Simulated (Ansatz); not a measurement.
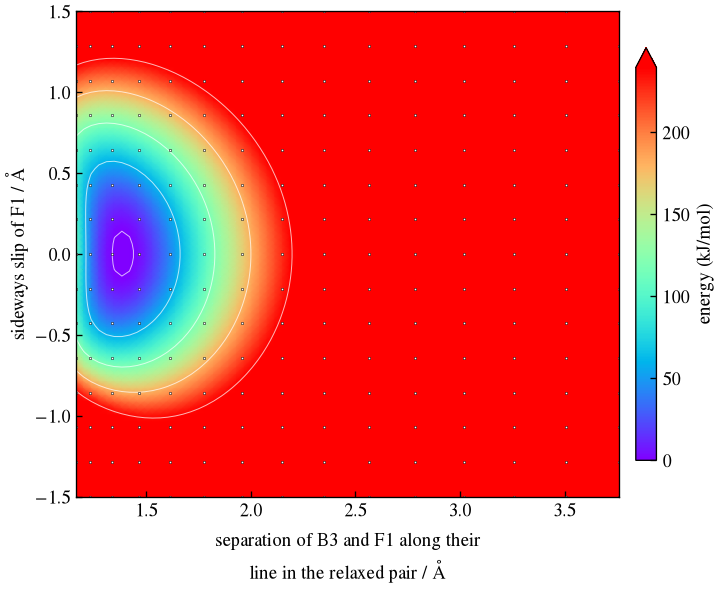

BCl3F, charge −1. First axis: separation of B3 and F1 along their line in the relaxed pair. Second axis: sideways slip of F1. Nothing is relaxed (both partners rigid). The grid has 15 × 15 points. Points are written as (first, second). Energies are in kJ/mol, from the lowest grid point. Computed with RKS PBE-D4/def2-SVPD in Ansatz 0.2.0.

In the figure: a smooth colour map with a few white contour lines, dots at the grid points, one colour for all values above the top of the scale. Between grid points the surface is interpolated.

### Estimate the position of the minimum and the force constants in these coordinates.

The interpolated minimum is at the first coordinate ≈ 1.385 Å, sideways slip of F1 ≈ 0.000 Å. The curvatures there are about 30 eV/Å² and 4.3 eV/Å², with a cross term of about 0 eV/Å². Round the minimum the two coordinates are nearly uncoupled. (1 eV is 96.5 kJ/mol.)
